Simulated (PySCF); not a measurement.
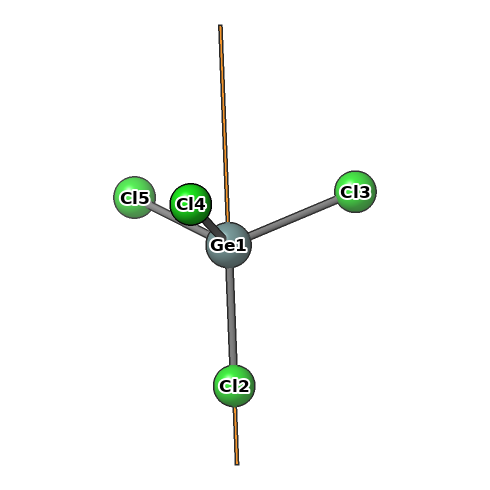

A line through the centre of mass is drawn in. Distant atoms are faded towards the background colour. Computed geometry: PBE0-D3(BJ)/def2-SVP optimisation. No frequency run is at hand to confirm it as a minimum.

> Is the line a proper rotation axis of the structure, and of what order?

Yes, a C3 axis. A turn by 120° leaves Ge1, Cl2 in place and moves Cl3 → Cl5 → Cl4 → Cl3. The point group is Td.
